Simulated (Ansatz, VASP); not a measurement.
**Ge (Germanium): VASP beside Ansatz**

Wanted: the spread between two codes on one cell, functional and k mesh. Valence electrons are named where the data sets of a main pair hold unlike numbers.

Calculated with Ansatz 0.2.0; plane waves, with VASP 6.6.1 beside it; band structure at LDA.

## Step 1: Set-up

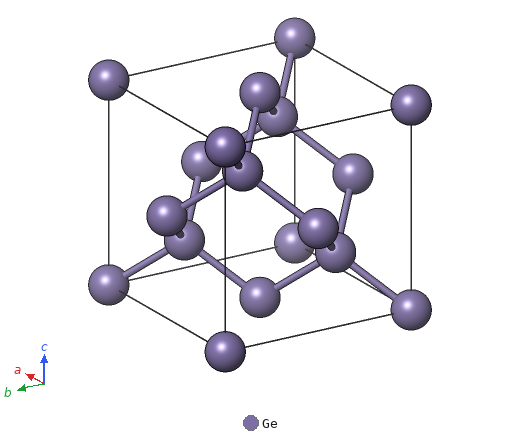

The cell as given, from a free direction (germanium purple). This picture shows the conventional cell, with its axes. Bonds to atoms that aren't drawn are left out. Some periodic images of atoms are drawn too.

Structure file:

```cif
data_structure
_symmetry_space_group_name_H-M 'Fd-3m:1'
_symmetry_Int_Tables_number 227
_cell_length_a 5.6578
_cell_length_b 5.6578
_cell_length_c 5.6578
_cell_angle_alpha 90.000
_cell_angle_beta 90.000
_cell_angle_gamma 90.000
_cell_volume 181.11
loop_
_atom_site_label
_atom_site_type_symbol
_atom_site_symmetry_multiplicity
_atom_site_Wyckoff_symbol
_atom_site_fract_x
_atom_site_fract_y
_atom_site_fract_z
_atom_site_occupancy
Ge1 Ge 8 a 0.25000 0.25000 0.25000 1
```

## Step 2: VASP: band structure, LDA

A single point gives forces, pressure and levels at one fixed geometry, so differences don't come from the geometry; what else differs is listed under the comparison.

Lines of VASP's logs that name or quote its potential files are left out, and so is its time.

Contents of INCAR:

```
SYSTEM = Ge
PREC = Accurate
ENCUT = 400
EDIFF = 1E-08
NELM = 100
ISMEAR = 0
SIGMA = 0.01
LREAL = .FALSE.
ALGO = Normal
GGA = CA
NBANDS = 20
LORBIT = 11
LWAVE = .TRUE.
LCHARG = .FALSE.
KPAR = 8
```

Contents of POSCAR:

```
Ge
1.0
    0.0000000000      2.8289100000      2.8289100000
    2.8289100000      0.0000000000      2.8289100000
    2.8289100000      2.8289100000      0.0000000000
Ge
2
Direct
    0.7500000000      0.7500000000      0.7500000000
    0.5000000000      0.5000000000      0.5000000000
```

Contents of KPOINTS:

```
Automatic mesh
0
Gamma
8 8 8
0 0 0
```

Contents of KPOINTS_OPT:

```
Line mode
12
Line-mode
Reciprocal
  0.00000000   0.00000000   0.00000000 GAMMA
  0.50000000   0.00000000   0.50000000 X

  0.50000000   0.00000000   0.50000000 X
  0.50000000   0.25000000   0.75000000 W

  0.50000000   0.25000000   0.75000000 W
  0.37500000   0.37500000   0.75000000 K

  0.37500000   0.37500000   0.75000000 K
  0.00000000   0.00000000   0.00000000 GAMMA

  0.00000000   0.00000000   0.00000000 GAMMA
  0.50000000   0.50000000   0.50000000 L

  0.50000000   0.50000000   0.50000000 L
  0.62500000   0.25000000   0.62500000 U

  0.62500000   0.25000000   0.62500000 U
  0.50000000   0.25000000   0.75000000 W

  0.50000000   0.25000000   0.75000000 W
  0.50000000   0.50000000   0.50000000 L

  0.50000000   0.50000000   0.50000000 L
  0.37500000   0.37500000   0.75000000 K

  0.62500000   0.25000000   0.62500000 U
  0.50000000   0.00000000   0.50000000 X
```

PAW data sets: Ge_d_GW (LDA family, release 64).

Launch:

```console
$ mpirun -np 8 vasp_std
```

Numbers of over 12 decimals in the logs are rounded to 6 here.

What it wrote:

```text
[banner, memory and clock lines left out]
running    8 mpi-ranks, on    1 nodes
 distrk:  each k-point on    1 cores,    8 groups
 distr:  one band on    1 cores,    1 groups

 POSCAR found type information on POSCAR Ge
 POSCAR found :  1 types and       2 ions
|                                                                             |
|           W    W    AA    RRRRR   N    N  II  N    N   GGGG   !!!           |
|           W    W   A  A   R    R  NN   N  II  NN   N  G    G  !!!           |
|           W    W  A    A  R    R  N N  N  II  N N  N  G       !!!           |
|           W WW W  AAAAAA  RRRRR   N  N N  II  N  N N  G  GGG   !            |
|           WW  WW  A    A  R   R   N   NN  II  N   NN  G    G                |
|           W    W  A    A  R    R  N    N  II  N    N   GGGG   !!!           |
|                                                                             |
|     For optimal performance we recommend to set                             |
|       NCORE = 2 up to number-of-cores-per-socket                            |
|     NCORE specifies how many cores store one orbital (NPAR=cpu/NCORE).      |
|     This setting can greatly improve the performance of VASP for DFT.       |
|     The default, NCORE=1 might be grossly inefficient on modern             |
|     multi-core architectures or massively parallel machines. Do your        |
|     Unfortunately you need to use the default for GW and RPA                |
|     calculations (for HF NCORE is supported but not extensively tested      |
|     yet).                                                                   |
|                                                                             |

 LDA part: xc-table for (Slater(with rela. corr.)+CA(PZ))
 , standard interpolation
 POSCAR, INCAR and KPOINTS ok, starting setup
 FFT: planning ... GRIDC
 FFT: planning ... GRID_SOFT
 FFT: planning ... GRID
 WAVECAR not read
 entering main loop
       N       E                     dE             d eps       ncg     rms          rms(c)
DAV:   1     0.216625349732E+03    0.21663E+03   -0.13849E+04  1180   0.302E+03
DAV:   2     0.270453040776E+02   -0.18958E+03   -0.18611E+03  1168   0.520E+02
DAV:   3    -0.676410560942E+01   -0.33809E+02   -0.33633E+02  1340   0.173E+02
DAV:   4    -0.104362172216E+02   -0.36721E+01   -0.36709E+01  1792   0.695E+01
DAV:   5    -0.105139778941E+02   -0.77761E-01   -0.77759E-01  1388   0.932E+00    0.278E+00
DAV:   6    -0.103963963978E+02    0.11758E+00   -0.90678E-02  1748   0.431E+00    0.162E+00
DAV:   7    -0.103363793691E+02    0.60017E-01   -0.70457E-02  1476   0.247E+00    0.122E-01
DAV:   8    -0.103368450874E+02   -0.46572E-03   -0.49120E-03  1684   0.967E-01    0.727E-02
DAV:   9    -0.103369432053E+02   -0.98118E-04   -0.19040E-04  1336   0.835E-02    0.222E-02
DAV:  10    -0.103369396690E+02    0.35363E-05   -0.15069E-05  1396   0.391E-02    0.555E-03
DAV:  11    -0.103369394884E+02    0.18065E-06   -0.25907E-06  1748   0.122E-02    0.158E-03
DAV:  12    -0.103369394484E+02    0.39975E-07   -0.35431E-07  1572   0.920E-03    0.234E-04
DAV:  13    -0.103369394524E+02   -0.40163E-08   -0.56836E-09   956   0.823E-04
   1 F= -.10336939E+02 E0= -.10336924E+02  d E =-.301294E-04
 Start KPOINTS_OPT (optional k-point list driver)
k-point batch [1-29\120]
       N       E                     dE             ncg
DAV:   1    -0.689726393690E+04   -0.27459E+05     1220
DAV:   2    -0.123867227602E+05   -0.54895E+04     1184
DAV:   3    -0.134002097953E+05   -0.10135E+04     1372
DAV:   4    -0.135050044788E+05   -0.10479E+03     1776
DAV:   5    -0.135072608089E+05   -0.22563E+01     1388
DAV:   6    -0.135073604206E+05   -0.99612E-01     1800
DAV:   7    -0.135073615325E+05   -0.11119E-02     1424
DAV:   8    -0.135073615726E+05   -0.40111E-04     1788
DAV:   9    -0.135073615731E+05   -0.51190E-06     1404
DAV:  10    -0.135073615731E+05   -0.24009E-07      952
DAV:  11    -0.135073615731E+05   -0.20809E-08      884
[...]
k-point batch [117-120\120]
       N       E                     dE             ncg
DAV:   1     0.200928168971E+05   -0.44016E+04      164
DAV:   2     0.193045220097E+05   -0.78829E+03      164
DAV:   3     0.191542367015E+05   -0.15029E+03      184
DAV:   4     0.191401571256E+05   -0.14080E+02      252
DAV:   5     0.191399836113E+05   -0.17351E+00      184
DAV:   6     0.191399755346E+05   -0.80767E-02      256
DAV:   7     0.191399754685E+05   -0.66036E-04      184
DAV:   8     0.191399754656E+05   -0.28921E-05      256
DAV:   9     0.191399754656E+05   -0.22334E-07      184
DAV:  10     0.191399754656E+05   -0.36016E-09      128
 writing wavefunctions
```

From OUTCAR (step 2):

```text
ion  position               nearest neighbor table
   1  0.750  0.750  0.750-   2 2.45   2 2.45   2 2.45   2 2.45
   2  0.500  0.500  0.500-   1 2.45   1 2.45   1 2.45   1 2.45

  LATTYP: Found a face centered cubic cell.
 ALAT       =     5.6578200000

 Subroutine GETGRP returns: Found 48 space group operations
 (whereof 24 operations were pure point group operations)

The static configuration has the point symmetry T_d .
 The point group associated with its full space group is O_h .

 Found     29 irreducible k-points:

   k-points           NKPTS =     29   k-points in BZ     NKDIM =     29   number of bands    NBANDS=     20

   dimension x,y,z NGX =    28 NGY =   28 NGZ =   28
   dimension x,y,z NGXF=    56 NGYF=   56 NGZF=   56

   ENCUT  =  400.0 eV  29.40 Ry    5.42 a.u.   6.52  6.52  6.52*2*pi/ulx,y,z

   NELECT =      28.0000    total number of electrons

 k-points in reciprocal lattice and weights: Automatic mesh
   0.00000000  0.00000000  0.00000000       0.002
   0.12500000  0.00000000  0.00000000       0.016
   0.25000000  0.00000000  0.00000000       0.016
   0.37500000  0.00000000  0.00000000       0.016
   0.50000000  0.00000000  0.00000000       0.008
   0.12500000  0.12500000  0.00000000       0.012
   0.25000000  0.12500000  0.00000000       0.047
   0.37500000  0.12500000  0.00000000       0.047
   0.50000000  0.12500000  0.00000000       0.047
[...]
-0.37500000  0.50000000  0.12500000       0.023
  -0.25000000  0.50000000  0.25000000       0.012

 average (electrostatic) potential at core
       1 -35.1444       2 -35.1444

 E-fermi :   2.7719

 k-point     1 :       0.0000    0.0000    0.0000
  band No.  band energies     occupation
    ...
     11     -10.0472      2.00000
     12       2.6151      2.00000
     13       2.7689      1.33334
     14       2.7689      1.33333
     15       2.7689      1.33333
     16       5.2917      0.00000
     17       5.2917      0.00000
     18       5.2917      0.00000
     19       8.9635      0.00000
     20      12.3436      0.00000

 k-point     2 :       0.1250    0.0000    0.0000
  band No.  band energies     occupation
    ...
     10     -21.9782      2.00000
     11      -9.8572      2.00000
     12       0.3480      2.00000
     13       2.4308      2.00000
     14       2.4308      2.00000
     15       3.6949      0.00000
     16       5.7441      0.00000
     17       5.7441      0.00000
     18       6.1892      0.00000
     19       9.9178      0.00000
    ...

 k-point     3 :       0.2500    0.0000    0.0000
  band No.  band energies     occupation
    ...
     10     -21.9681      2.00000
     11      -9.3060      2.00000
     12      -2.0043      2.00000
     13       1.8797      2.00000
     14       1.8797      2.00000
     15       3.3246      0.00000
     16       6.3778      0.00000
     17       6.3778      0.00000
     18       8.2808      0.00000
     19      10.6115      0.00000
    ...

  Total       -0.4246076     -0.4246076     -0.4246076     -0.0000000      0.0000000      0.0000000
  in kB      -15.0248794    -15.0248794    -15.0248794     -0.0000000      0.0000000      0.0000000
  external PRESSURE =     -15.0248794 kB  Pullay stress =       0.0000000 kB

  energy-cutoff  :      400.00
  volume of cell :       45.28
      direct lattice vectors                 reciprocal lattice vectors
     0.000000000  2.828910000  2.828910000    -0.176746521  0.176746521  0.176746521
     2.828910000  0.000000000  2.828910000     0.176746521 -0.176746521  0.176746521
     2.828910000  2.828910000  0.000000000     0.176746521  0.176746521 -0.176746521

 POSITION                                       TOTAL-FORCE (eV/Angst)
 -----------------------------------------------------------------------------------
      4.24336      4.24336      4.24336         0.000000     -0.000000     -0.000000
      2.82891      2.82891      2.82891        -0.000000      0.000000      0.000000
 -----------------------------------------------------------------------------------
    total drift:                                0.000000      0.000000      0.000000

  FREE ENERGIE OF THE ION-ELECTRON SYSTEM (eV)
  ---------------------------------------------------
  free  energy   TOTEN  =       -10.3369394524 eV

  energy  without entropy=      -10.3369093231  energy(sigma->0) =      -10.33692439

 total charge
# of ion       s       p       d       tot
------------------------------------------
    1        1.110   1.222   9.966  12.298
    2        1.110   1.222   9.966  12.298
--------------------------------------------------
tot          2.220   2.445  19.931  24.596

[... 3 further parts left out ...]
```

The run ends at a pressure of -1.50 GPa.

## Step 3: Ansatz: band structure, LDA

Ansatz runs on its default PAW (the set named soft_2) files.

The same cell, functional (in two slightly different forms), mesh and smearing now go to Ansatz, which takes its cutoff from its data sets.

Contents of input.yaml:

```yaml
crystal:
  lattice:
    - [0.0, 2.82891, 2.82891]
    - [2.82891, 0.0, 2.82891]
    - [2.82891, 2.82891, 0.0]
  atoms:
    - { symbol: Ge, position: [0.75, 0.75, 0.75] }
    - { symbol: Ge, position: [0.5, 0.5, 0.5] }
hamiltonian:
  xc: lda
  pseudopotentials: { kind: paw }
kpoints:
  mp_grid: { grid: [8, 8, 8] }
  band_path:
    path:
      - [0.0, 0.0, 0.0]
      - [0.18182, 0.0, 0.18182]
      - [0.36364, 0.0, 0.36364]
      - [0.5, 0.0, 0.5]
      - [0.5, 0.09091, 0.59091]
      - [0.5, 0.18182, 0.68182]
      - [0.5, 0.25, 0.75]
      - [0.45455, 0.29545, 0.75]
      - [0.40909, 0.34091, 0.75]
      - [0.375, 0.375, 0.75]
      - [0.20455, 0.20455, 0.40909]
      - [0.06818, 0.06818, 0.13636]
      - [0.04545, 0.04545, 0.04545]
      - [0.22727, 0.22727, 0.22727]
      - [0.40909, 0.40909, 0.40909]
      - [0.51136, 0.47727, 0.51136]
      - [0.55682, 0.38636, 0.55682]
      - [0.60227, 0.29545, 0.60227]
      - [0.61364, 0.25, 0.63636]
      - [0.56818, 0.25, 0.68182]
      - [0.51136, 0.25, 0.73864]
      - [0.5, 0.29545, 0.70455]
      - [0.5, 0.38636, 0.61364]
      - [0.5, 0.47727, 0.52273]
      - [0.47727, 0.47727, 0.54545]
      - [0.43182, 0.43182, 0.63636]
      - [0.38636, 0.38636, 0.72727]
      - [0.60227, 0.20455, 0.60227]
      - [0.55682, 0.11364, 0.55682]
      - [0.5, 0.0, 0.5]
    npoints: 1
scf:
  occupations: { method: gaussian, width: 0.01 }
  n_extra_bands: 7
output:
  forces: true
  stress: true
  eigenvalues: true
  write_density: true
  write_potential: true
  elf: true
  volumetric_format: npy
```

Launch:

```console
$ ansatz run input.yaml --threads 2 --pin off --max-ram 4608MiB --backend cpu --events-out ev --progress --plain --runs-dir out
```

What it wrote:

```text
scf.n_extra_bands = 7 over 14 filled bands (N_el = 28.0): the run solves 21 bands
Engine: ansatz 0.2.0, aarch64-unknown-linux-gnu
Pseudopotentials: kind: paw
Pseudopotential: Ge, paw, valence charge 14, recommended cutoff 420 eV (normal), Ge.paw.azcp
Functional definition: SPW92
  exchange = slater_x
  correlation = pw_c
Crystal: 2 atoms, lattice volume = 45.278 Å³
Basis set: ecut = 420 eV, 893 PW (Γ)
Bands: 21, of which v1, the nominal top of the filled ones, is band 14 counted from 1 (13 counted from 0)
Symmetry: 48 space group operations
Space group: Fd-3m (ITA 227), of the structure as read, at distance tolerance 3.6e-5 Å
k-points: 29 of 512
Non-local potential: Ge, projectors of the file, l = 0: 2, l = 1: 2, l = 2: 3, l = 3: 1
PAW form: soft (Blöchl's): semilocal exchange-correlation on the pseudo side does not see the compensation charge
PAW frozen core: Ge, regenerated for the run's functional, and the local potential with it (the file was generated under x = pbe(κ = 0.804, μ = 0.219515), c = pbe(β = 0.066725))
PAW one-centre angular grid: Ge, 590 points (default); XC on 64 Gauss nodes
Initial density: superposition of atomic densities (neutral atoms: chi_scale 0, normalization atom), corrected by the library's trained network
Initial wavefunctions: pseudopotential atomic-orbital guess
Functional: x = slater, c = lda
SCF iter   1: F=—  HF=-8431.426437 eV  |F-HF|=—  |Δ(HF+E_count)|=         —  Δρ=4.84e-3  dr2=4.35e-3  ethr=1.77e-3  ⟨swp⟩=6.0  Hψ=2840  notcnv=0
preconditioner: auto → none  [insulator: Δε(μ)=0.043 eV  Ē_g=25.971 eV  σ=0.010 eV  W_gap=0.67  n_scr=14 (ndim 8)  ℏωp=29.2 eV  f_vac=0.074  D(μ)=0.60/eV (n_scr^D=0)  ε∞_Penn≈2.3]
SCF iter   2: F=—  HF=-8431.424883 eV  |F-HF|=—  |Δ(HF+E_count)|=   1.55e-3  Δρ=2.50e-3  dr2=9.88e-4  ethr=1.55e-5  ⟨swp⟩=1.9  Hψ=1016  notcnv=0  defer=60
SCF iter   3: F=—  HF=-8431.424841 eV  |F-HF|=—  |Δ(HF+E_count)|=   4.19e-5  Δρ=5.95e-4  dr2=7.81e-5  ethr=3.53e-6  ⟨swp⟩=2.0  Hψ=1078  notcnv=0  defer=67
SCF iter   4: F=—  HF=-8431.424729 eV  |F-HF|=—  |Δ(HF+E_count)|=   1.12e-4  Δρ=1.64e-4  dr2=8.19e-6  ethr=2.79e-7  ⟨swp⟩=2.0  Hψ=884  notcnv=0  defer=67
iter 5 did not close the SCF: its close was put off for the readings that it lacked (scf_convergence_deferred on its scf_iter line)
SCF iter   5: F=-8431.424719 eV  HF=-8431.424719 eV  |F-HF|=7.98e-9  |Δ(HF+E_count)|=   9.74e-6  Δρ=1.23e-5  dr2=3.56e-8  ethr=2.92e-8  ⟨swp⟩=2.0  Hψ=947  notcnv=0  defer=67
SCF iter   6: F=-8431.424719 eV  HF=-8431.424719 eV  |F-HF|=2.29e-8  |Δ(HF+E_count)|=   7.67e-9  Δρ=7.45e-6  dr2=1.12e-8  ethr=1.27e-10  ⟨swp⟩=8.4  Hψ=3614  notcnv=0
SCF 1 converged in 6 iterations: F = -8431.424719 eV  dr2 = 1.12e-8
  greatest PAW one-centre occupation: 0.998 electrons in one spin orbital (limit 2), on the Ge atom at site 1 (counted from 0), in its partial waves of l = 2
NSCF: frozen V_eff on 30 k-points
SCF converged after 6 iterations
Free energy (F): -8431.424719 eV
Harris-Foulkes:  -8431.424719 eV  (|F-HF|=2.29e-8)
Internal energy: -8431.424689 eV  (E = F + TS)
E sigma→0 (E₀):  -8431.424704 eV
Entropy (-TS):   -0.000030 eV (-0.015 meV/atom)
Fermi energy:    8.266097 eV
--- Per-component energies (eV) ---
  E_band       = -309.776728
  E_kinetic    = 224.060469
  E_local      = -4951.768695  (includes V_loc(G=0)·N_el)
  E_nonlocal   = 843.190549
  E_hartree    = 2169.633404
  E_xc         = -150.586190
  E_vxc        = -130.488740  (∫ρ·V_xc dr)
  E_paw        = -3882.636838  (= ΣΔE_a)
  E_vpaw       = -634.045499  (= ΣTr[D̂ρ^β])
  E_aug_tail   = 0.000667  (compensation charges beyond the density's cutoff)
  E_ewald      = -2687.134708
  E_core_change = 3.816652  (= ΣΔE_core)
  E_smearing   = -0.000030  (= −TS)
  E_closure    = 0.000000  (closes the sum)
  Σ components = -8431.424719   (vs F -8431.424719, Δ=0.00e0)
--- Forces (eV/Å), atoms counted from 1 ---
  atom   1  Ge    -0.00000000    -0.00000000     0.00000000
  atom   2  Ge    -0.00000000     0.00000000     0.00000000
  max |Σ_I F_I| component: 3.70e-17 eV/Å
--- Stress (GPa, compression-positive) ---
       -1.314490       0.000000       0.000000
       -0.000000      -1.314490      -0.000000
       -0.000000      -0.000000      -1.314490
  P = ⅓ Tr σ = -1.3145 GPa (-13.145 kbar)
--- Band table (eV; the first three rows and the last of 29) ---
  k-point 0: bands = [... 10 lower, -4.5551, 8.0730, 8.2631, 8.2631, 8.2631, 10.7891, 10.7891, 10.7891, ... 3 higher]
  k-point 1: bands = [... 10 lower, -4.3651, 5.8307, 7.9277, 7.9277, 9.1748, 11.2361, 11.2361, 11.6731, ... 3 higher]
  k-point 2: bands = [... 10 lower, -3.8140, 3.4858, 7.3810, 7.3810, 8.8028, 11.8649, 11.8649, 13.7649, ... 3 higher]
  k-point 28: bands = [... 10 lower, -0.5813, -0.5813, 4.3461, 4.3461, 12.5000, 12.5000, 12.9097, 12.9097, ... 3 higher]
```

It took 1.9 s on 2 threads of Arm Neoverse V1, shared host; peak memory 0.29 GiB; 3.1 s of CPU time.

## Step 4: Side by side

Known differences besides the potentials themselves: the two LDA forms differ slightly; the cutoff is 420 eV in Ansatz and 400 eV in VASP; VASP's log shows a relativistic correction to its local exchange, Ansatz's none. Total energies have different zeros and are not compared.

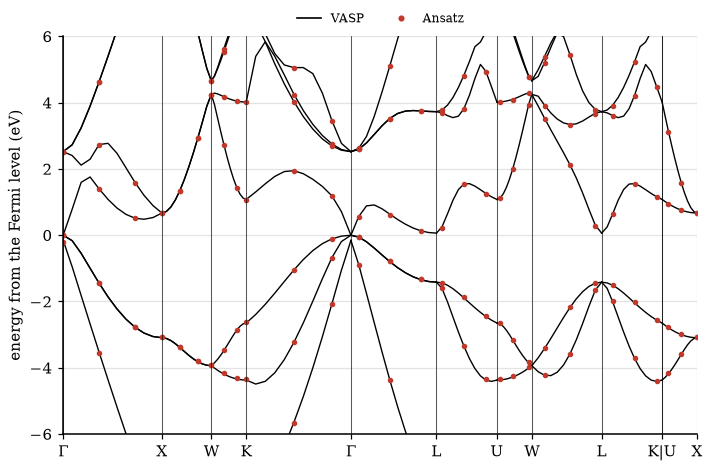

Bands from VASP (lines) and levels from Ansatz (dots). Dots without a line are higher empty bands that the VASP plot leaves out.

Levels from 3 eV below to 2 eV above the Fermi level differ by 13 meV r.m.s. and 36 meV at most; each VASP level is matched to the nearest of Ansatz, which flatters the figure a little. Not compared: the pressure (VASP's GW data sets at this cutoff don't carry it).

## Step 5: What came out

```
r.m.s. difference of levels near the Fermi level (band structure, LDA) : 13 meV
```

What this shows: The r.m.s. difference of levels near the Fermi level is 13 meV (band structure, LDA), within the 80 meV picked in this series as the mark of a large difference. How closely two codes agree says nothing of how well the functional describes the real material.

[Lines on the potential files, build, host, timing and source positions are cut from VASP's logs without a mark.]

[Logs are printed without paths, hosts, clocks, repeated set-up lines and the standing remarks that a program may print on its own settings, such as how far it seeks lower states.]

[Hosts, paths, dates, database ids (printed as entryN), source tags and the programs' standing remarks are cut or masked in the printed files.]
